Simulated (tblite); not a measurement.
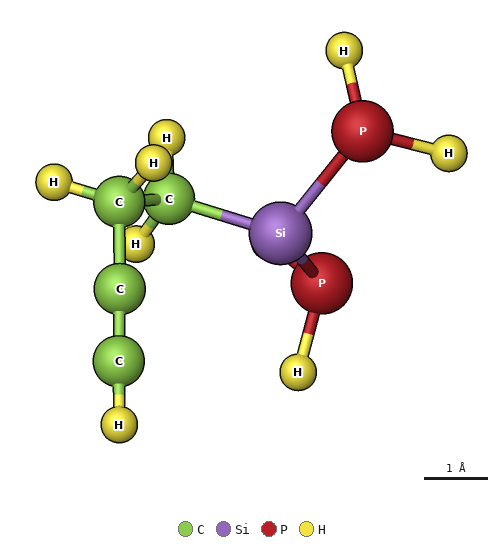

Figure 1. The structure as given in the input (ball-and-stick view, seen at a tilt).

**Run report: C$_{4}$H$_{9}$P$_{2}$Si, geometry relaxation (part 1 of 4)**

- system: C$_{4}$H$_{9}$P$_{2}$Si, multiplicity 2
- method: GFN2-xTB geometry optimisation, gas phase (tblite 0.8.0)

It belongs to a series of runs on one base structure; here: H removed from Si.

## Input
```
{"job": {"kind": "relax", "xc": "GFN2-xTB", "basis": "xTB"}, "charge": 0, "multiplicity": 2}
C      2.689400     0.031300     1.761300
C      2.216100    -0.227500     0.663900
C      1.674500    -0.543600    -0.664800
C      0.386300     0.263500    -0.863400
Si    -0.899300    -0.156000     0.430200
P     -2.176200     1.659300     0.621400
P     -2.083600    -1.922600    -0.093900
H      3.076900     0.266000     2.726000
H      1.406500    -1.632400    -0.656300
H      2.420100    -0.283000    -1.419300
H     -0.042500     0.185700    -1.871200
H      0.695100     1.328100    -0.744500
H     -1.514500     2.483300     1.633600
H     -2.070700     2.361000    -0.648100
H     -2.407900    -2.018400    -1.499800
H     -3.377800    -1.785700     0.613700
```

The first line tells a small driver script what to run in tblite; the rest is the geometry in Å.

Hardware: 1 CPU thread, shared host.

Launch command:
```bash
OMP_NUM_THREADS=1 python <driver script> task.json out
```

## What the program printed
```
step      E/eV     max force
  0    -537.22800    2.167
  1    -537.39707    5.586
  2    -537.78549    1.554
  3    -538.00077    1.368
  4    -538.21889    0.857
  5    -538.27230    0.533
  6    -538.29576    0.392
  7    -538.30856    0.238
  8    -538.31612    0.263
  9    -538.32336    0.237
 10    -538.32856    0.259
 11    -538.33427    0.213
 12    -538.34069    0.245
 13    -538.34698    0.264
 14    -538.35203    0.301
 15    -538.35647    0.246
 16    -538.36024    0.140
 17    -538.36332    0.130
 18    -538.36590    0.137
 19    -538.36855    0.172
 20    -538.37175    0.180
 21    -538.37514    0.147
 22    -538.37798    0.119
 23    -538.38030    0.127
 24    -538.38270    0.117
 25    -538.38512    0.122
 26    -538.38706    0.101
 27    -538.38866    0.139
 28    -538.39055    0.173
 29    -538.39321    0.184
 30    -538.39625    0.153
 31    -538.39848    0.102
 32    -538.39974    0.083
 33    -538.40055    0.093
 34    -538.40136    0.071
 35    -538.40225    0.066
 36    -538.40309    0.070
 37    -538.40401    0.100
 38    -538.40530    0.119
 39    -538.40723    0.107
 40    -538.40969    0.096
 41    -538.41214    0.120
 42    -538.41437    0.120
 43    -538.41651    0.147
 44    -538.41838    0.153
 45    -538.42057    0.192
 46    -538.42305    0.161
 47    -538.42760    0.157
 48    -538.43030    0.155
 49    -538.43535    0.185
 50    -538.43889    0.156
 51    -538.43930    0.385
 52    -538.44628    0.140
 53    -538.45039    0.110
 54    -538.45701    0.135
 55    -538.45983    0.152
 56    -538.46600    0.162
 57    -538.46969    0.210
 58    -538.47256    0.320
 59    -538.47799    0.148
 60    -538.48172    0.133
 61    -538.48643    0.146
 62    -538.49057    0.209
 63    -538.49559    0.202
 64    -538.49925    0.135
 65    -538.50096    0.255
 66    -538.50348    0.140
 67    -538.50570    0.127
 68    -538.51100    0.181
 69    -538.51312    0.193
 70    -538.51884    0.194
 71    -538.52292    0.128
 72    -538.52368    0.278
 73    -538.52806    0.128
 74    -538.53025    0.125
 75    -538.54053    0.238
 76    -538.54545    0.246
 77    -538.55704    0.223
 78    -538.56335    0.131
 79    -538.54437    0.743
 80    -538.56819    0.093
 81    -538.56991    0.074
 82    -538.57225    0.338
 83    -538.57469    0.120
 84    -538.57618    0.084
 85    -538.58002    0.140
 86    -538.58142    0.137
 87    -538.58393    0.121
 88    -538.58755    0.166
 89    -538.58881    0.247
 90    -538.59067    0.133
 91    -538.59204    0.083
 92    -538.59281    0.055
 93    -538.59358    0.061
 94    -538.59423    0.066
 95    -538.59506    0.066
 96    -538.59583    0.053
 97    -538.59651    0.072
 98    -538.59715    0.076
 99    -538.59790    0.070
100    -538.59913    0.085
101    -538.60111    0.104
102    -538.60362    0.097
103    -538.60601    0.100
104    -538.60795    0.109
105    -538.60874    0.286
106    -538.61085    0.203
107    -538.61172    0.559
108    -538.61443    0.150
109    -538.61572    0.110
110    -538.61630    0.076
111    -538.61693    0.046
112    -538.61744    0.062
113    -538.61786    0.048
114    -538.61813    0.031
115    -538.61829    0.026
116    -538.61842    0.027
117    -538.61861    0.038
118    -538.61891    0.046
119    -538.61934    0.051
120    -538.61981    0.057
121    -538.62026    0.056
122    -538.62073    0.049
123    -538.62131    0.047
124    -538.62193    0.055
125    -538.62241    0.050
126    -538.62271    0.043
127    -538.62300    0.080
128    -538.62340    0.050
129    -538.62420    0.067
130    -538.62455    0.059
131    -538.62503    0.046
132    -538.62539    0.047
133    -538.62577    0.053
134    -538.62610    0.065
135    -538.62644    0.059
136    -538.62676    0.051
137    -538.62700    0.034
138    -538.62716    0.029
139    -538.62730    0.040
140    -538.62742    0.029
141    -538.62753    0.031
142    -538.62768    0.043
143    -538.62795    0.057
144    -538.62844    0.087
145    -538.62915    0.068
146    -538.62987    0.068
147    -538.63049    0.077
148    -538.63120    0.104
149    -538.63224    0.133
150    -538.63358    0.135
151    -538.63482    0.121
152    -538.63575    0.068
153    -538.63634    0.051
154    -538.63661    0.068
155    -538.63668    0.067
156    -538.63689    0.037
157    -538.63700    0.028
158    -538.63715    0.029
159    -538.63738    0.067
160    -538.63764    0.050
161    -538.63803    0.124
162    -538.63866    0.129
163    -538.63960    0.102
164    -538.64042    0.049
165    -538.64121    0.065
166    -538.64165    0.100
167    -538.64190    0.045
168    -538.64210    0.088
169    -538.64231    0.057
170    -538.64257    0.050
171    -538.64270    0.061
172    -538.64289    0.035
173    -538.64302    0.031
174    -538.64311    0.027
175    -538.64319    0.030
176    -538.64327    0.033
177    -538.64336    0.020
178    -538.64344    0.024
179    -538.64355    0.026
180    -538.64371    0.030
181    -538.64388    0.025
182    -538.64400    0.028
183    -538.64410    0.027
184    -538.64419    0.023
185    -538.64427    0.026
186    -538.64433    0.022
187    -538.64438    0.017
188    -538.64442    0.013
189    -538.64446    0.021
190    -538.64451    0.025
191    -538.64456    0.019
192    -538.64464    0.021
193    -538.64473    0.023
194    -538.64486    0.031
195    -538.64504    0.043
196    -538.64525    0.041
197    -538.64541    0.031
198    -538.64552    0.027
199    -538.64560    0.022
200    -538.64569    0.033
201    -538.64584    0.036
202    -538.64596    0.033
203    -538.64603    0.026
204    -538.64606    0.015
205    -538.64608    0.011
206    -538.64610    0.014
207    -538.64612    0.009
```

## Trajectory as extended XYZ (Å, eV, eV/Å), 50 of the 208 frames kept, from step=0 to step=207
```
16
Properties=species:S:1:pos:R:3:forces:R:3 step=0 energy=-537.22800
C     2.6894    0.0313    1.7613   -0.8830  -0.4170  -1.9340
C     2.2161   -0.2275    0.6639    0.9500   0.3690   1.8450
C     1.6745   -0.5436   -0.6648   -0.3550  -0.5300   0.7530
C     0.3863    0.2635   -0.8634    1.1180   0.8990  -0.5940
Si   -0.8993   -0.1560    0.4302   -0.4100   0.6320   0.7180
P    -2.1762    1.6593    0.6214   -1.1850   0.9330   0.4670
P    -2.0836   -1.9226   -0.0939   -0.7750  -1.8500   0.1450
H     3.0769    0.2660    2.7260   -0.2270  -0.1460  -0.5940
H     1.4065   -1.6324   -0.6563    0.4850   0.7020  -0.3010
H     2.4201   -0.2830   -1.4193   -0.0490  -0.2950  -0.0230
H    -0.0425    0.1857   -1.8712    0.3010  -0.2290   0.0560
H     0.6951    1.3281   -0.7445   -0.3790  -0.4250  -0.0840
H    -1.5145    2.4833    1.6336   -0.1080  -0.4490  -1.3970
H    -2.0707    2.3610   -0.6481    0.6460  -0.1530   1.1650
H    -2.4079   -2.0184   -1.4998   -0.3290   0.6350   0.9810
H    -3.3778   -1.7857    0.6137    1.2000   0.3230  -1.2030
16
Properties=species:S:1:pos:R:3:forces:R:3 step=4 energy=-538.21889
C     2.6725    0.0305    1.7379   -0.2350  -0.1250  -0.5570
C     2.2286   -0.2438    0.6589    0.3280   0.1350   0.6600
C     1.6820   -0.5363   -0.6311   -0.6120  -0.3510  -0.2380
C     0.4221    0.2877   -0.8672   -0.5020   0.3350   0.2770
Si   -0.9540   -0.0997    0.4674   -0.3680  -0.3230  -0.3050
P    -2.3504    1.7257    0.6671   -0.4290  -0.4550  -0.0360
P    -2.0791   -2.1275   -0.0603    0.8470   0.1160   0.0660
H     3.0592    0.2542    2.6738    0.1830   0.0980   0.4170
H     1.4465   -1.6008   -0.6849   -0.0680  -0.1350   0.0190
H     2.4075   -0.3292   -1.3967    0.4920   0.1850  -0.4250
H     0.0063    0.1542   -1.8730    0.2200  -0.1110   0.0930
H     0.6790    1.3493   -0.7560   -0.0350  -0.1180  -0.1150
H    -1.5055    2.4509    1.4731    0.2410   0.1280  -0.0600
H    -1.9798    2.3536   -0.5077    0.2390   0.0950   0.0410
H    -2.4642   -1.9272   -1.3867   -0.0620   0.3030   0.2090
H    -3.2784   -1.7326    0.4739   -0.2390   0.2240  -0.0480
16
Properties=species:S:1:pos:R:3:forces:R:3 step=8 energy=-538.31612
C     2.6720    0.0321    1.7391    0.0300   0.0100   0.0660
C     2.2336   -0.2492    0.6617   -0.0460  -0.0530  -0.0710
C     1.6627   -0.5436   -0.6408    0.1250   0.0660   0.1120
C     0.3948    0.2978   -0.8508    0.0900  -0.2170  -0.0200
Si   -0.9985   -0.1209    0.4444   -0.0250   0.1030  -0.0560
P    -2.3874    1.7068    0.6675    0.0680   0.0190  -0.0520
P    -2.0292   -2.1232   -0.0501   -0.0490   0.0660   0.0110
H     3.0671    0.2577    2.6869   -0.0210  -0.0170  -0.0950
H     1.4376   -1.6137   -0.6884   -0.0740   0.0510  -0.0290
H     2.4206   -0.3223   -1.4106   -0.2350   0.0050   0.1190
H     0.0260    0.1419   -1.8667   -0.0400  -0.0290  -0.0390
H     0.6718    1.3493   -0.7643   -0.0780   0.0410   0.0300
H    -1.4965    2.4442    1.4434   -0.0550  -0.1540  -0.0410
H    -1.9532    2.3538   -0.4837    0.0120  -0.0650   0.0080
H    -2.4661   -1.8867   -1.3504    0.1140   0.1780   0.0240
H    -3.2628   -1.7152    0.4515    0.1860  -0.0020   0.0330
16
Properties=species:S:1:pos:R:3:forces:R:3 step=13 energy=-538.34698
C     2.6740    0.0303    1.7414    0.0090  -0.0070   0.0190
C     2.2314   -0.2636    0.6698   -0.0620   0.0010   0.0150
C     1.6525   -0.5476   -0.6226   -0.1330  -0.0450  -0.0830
C     0.3872    0.2776   -0.8512   -0.0920   0.1980  -0.0380
Si   -1.0103   -0.1009    0.4244    0.0230  -0.1520   0.2150
P    -2.3993    1.6939    0.6436   -0.0680   0.0460  -0.0290
P    -1.9986   -2.1067   -0.0512    0.0200  -0.0070  -0.0530
H     3.0736    0.2585    2.6819    0.0460   0.0100   0.0530
H     1.4115   -1.6101   -0.6934    0.0190  -0.0850   0.0440
H     2.3788   -0.3092   -1.4001    0.1510  -0.0070  -0.0790
H     0.0280    0.1192   -1.8717    0.0050  -0.0450  -0.0060
H     0.6377    1.3377   -0.7606    0.0300   0.0040  -0.0480
H    -1.5002    2.3929    1.4332   -0.0260  -0.0280   0.0470
H    -1.9348    2.3374   -0.4894    0.0110   0.0280  -0.0980
H    -2.4239   -1.7990   -1.3365    0.0440   0.1000  -0.0240
H    -3.2153   -1.7016    0.4711    0.0240  -0.0120   0.0620
16
Properties=species:S:1:pos:R:3:forces:R:3 step=17 energy=-538.36332
C     2.6750    0.0258    1.7420   -0.0220  -0.0180  -0.0310
C     2.2143   -0.2702    0.6767   -0.0460   0.0450  -0.0170
C     1.6339   -0.5506   -0.6235    0.0850   0.0340   0.0390
C     0.3691    0.2835   -0.8549    0.0550  -0.1020   0.0600
Si   -1.0035   -0.1072    0.4550    0.0100   0.0110  -0.0070
P    -2.4138    1.6948    0.6207    0.0680  -0.0480  -0.0310
P    -1.9802   -2.1046   -0.0636    0.0070  -0.0080  -0.0200
H     3.0840    0.2588    2.6818   -0.0200  -0.0350  -0.0810
H     1.3994   -1.6185   -0.6883   -0.0040   0.0570   0.0000
H     2.3727   -0.3091   -1.3985   -0.0190  -0.0740   0.0710
H     0.0232    0.1001   -1.8766   -0.0880   0.0470   0.0690
H     0.6252    1.3407   -0.7688    0.0220   0.0240  -0.0830
H    -1.5113    2.3578    1.4389   -0.0810   0.0610  -0.0120
H    -1.9234    2.3314   -0.5127    0.0190  -0.0110   0.0330
H    -2.3898   -1.7251   -1.3370   -0.0160   0.0730   0.0420
H    -3.1824   -1.6984    0.4975    0.0310  -0.0560  -0.0330
16
Properties=species:S:1:pos:R:3:forces:R:3 step=21 energy=-538.37514
C     2.6707    0.0182    1.7368    0.0110   0.0170   0.0320
C     2.1908   -0.2635    0.6785    0.0860  -0.0190   0.0110
C     1.6287   -0.5505   -0.6191   -0.1010  -0.0530  -0.0490
C     0.3657    0.2786   -0.8460   -0.0350   0.1250  -0.0680
Si   -0.9938   -0.1137    0.4801    0.1060   0.0630  -0.0530
P    -2.4129    1.6800    0.5952   -0.0380  -0.0470   0.0190
P    -1.9586   -2.1053   -0.0805    0.0540   0.0180  -0.0180
H     3.0900    0.2506    2.6666    0.0320   0.0120   0.1010
H     1.3890   -1.6147   -0.6820   -0.0250  -0.0560   0.0210
H     2.3741   -0.3274   -1.3856    0.0590   0.0310  -0.0630
H    -0.0058    0.0940   -1.8578   -0.0690  -0.0580   0.0210
H     0.6214    1.3422   -0.7987    0.0010  -0.0720   0.0460
H    -1.5443    2.3507    1.4394   -0.0540   0.0820   0.0020
H    -1.9047    2.3251   -0.5227    0.0530  -0.0050   0.0060
H    -2.3692   -1.6420   -1.3237   -0.0430   0.0270  -0.0030
H    -3.1488   -1.7133    0.5082   -0.0370  -0.0650  -0.0050
16
Properties=species:S:1:pos:R:3:forces:R:3 step=25 energy=-538.38512
C     2.6695    0.0158    1.7392    0.0080   0.0030  -0.0070
C     2.1892   -0.2617    0.6783    0.0320  -0.0390  -0.0160
C     1.6198   -0.5555   -0.6228    0.1120   0.0260   0.0400
C     0.3621    0.2839   -0.8506    0.0420  -0.1060   0.0090
Si   -0.9662   -0.1069    0.4931   -0.0620   0.0060   0.0860
P    -2.4130    1.6614    0.5782   -0.0220   0.0820  -0.0060
P    -1.9332   -2.0953   -0.0989   -0.0030   0.0730  -0.0250
H     3.0984    0.2441    2.6701   -0.0350  -0.0130  -0.0370
H     1.3743   -1.6211   -0.6725   -0.0070   0.0270  -0.0050
H     2.3806   -0.3402   -1.3835   -0.0950  -0.0210  -0.0050
H    -0.0492    0.0793   -1.8412    0.0410  -0.0210  -0.0670
H     0.6250    1.3404   -0.8154    0.0280   0.0720  -0.0050
H    -1.5900    2.3688    1.4407   -0.0670   0.0170   0.0030
H    -1.8801    2.3167   -0.5255    0.0090  -0.0380   0.0330
H    -2.3659   -1.5746   -1.3136   -0.0260  -0.0110   0.0020
H    -3.1288   -1.7463    0.5131    0.0460  -0.0550   0.0000
16
Properties=species:S:1:pos:R:3:forces:R:3 step=30 energy=-538.39625
C     2.6721    0.0127    1.7369    0.0200  -0.0170   0.0020
C     2.2059   -0.2763    0.6737   -0.0050   0.0320  -0.0290
C     1.6228   -0.5620   -0.6180   -0.1290  -0.0530  -0.0620
C     0.3633    0.2752   -0.8454   -0.0410   0.1290   0.0450
Si   -0.9562   -0.0842    0.5321    0.0080   0.0570  -0.0910
P    -2.4376    1.6648    0.5561    0.0000  -0.0050   0.0160
P    -1.8886   -2.0599   -0.1340   -0.0040  -0.0480   0.0100
H     3.0975    0.2328    2.6684    0.0170   0.0150   0.0510
H     1.3562   -1.6208   -0.6622    0.0270  -0.0820   0.0080
H     2.3613   -0.3615   -1.3971    0.0610   0.0140  -0.0530
H    -0.0656    0.0493   -1.8301    0.1000  -0.0010   0.1110
H     0.6308    1.3370   -0.8420   -0.0170  -0.0830   0.0030
H    -1.6756    2.4005    1.4463   -0.0350   0.0180   0.0520
H    -1.8361    2.2927   -0.5206    0.0010   0.0430  -0.0600
H    -2.3751   -1.4817   -1.2983   -0.0350   0.0080  -0.0350
H    -3.0826   -1.8096    0.5228    0.0330  -0.0270   0.0320
16
Properties=species:S:1:pos:R:3:forces:R:3 step=34 energy=-538.40136
C     2.6763    0.0087    1.7340    0.0050  -0.0190  -0.0130
C     2.2145   -0.2766    0.6668    0.0020   0.0000   0.0120
C     1.6200   -0.5686   -0.6215    0.0590   0.0010   0.0360
C     0.3650    0.2786   -0.8359    0.0440  -0.0430  -0.0170
Si   -0.9567   -0.0694    0.5339   -0.0380  -0.0260  -0.0170
P    -2.4433    1.6722    0.5519   -0.0140   0.0250  -0.0390
P    -1.8777   -2.0507   -0.1463    0.0140  -0.0080  -0.0350
H     3.0950    0.2301    2.6707   -0.0050  -0.0010  -0.0370
H     1.3565   -1.6304   -0.6582    0.0050   0.0060   0.0010
H     2.3572   -0.3691   -1.4081   -0.0380  -0.0170   0.0310
H    -0.0554    0.0418   -1.8161   -0.0370   0.0020  -0.0350
H     0.6376    1.3340   -0.8478    0.0310   0.0520   0.0380
H    -1.7118    2.4216    1.4591   -0.0130  -0.0130  -0.0010
H    -1.8261    2.2926   -0.5243   -0.0220   0.0540   0.0140
H    -2.3913   -1.4664   -1.3002   -0.0190  -0.0100   0.0310
H    -3.0673   -1.8393    0.5307    0.0260  -0.0040   0.0300
```
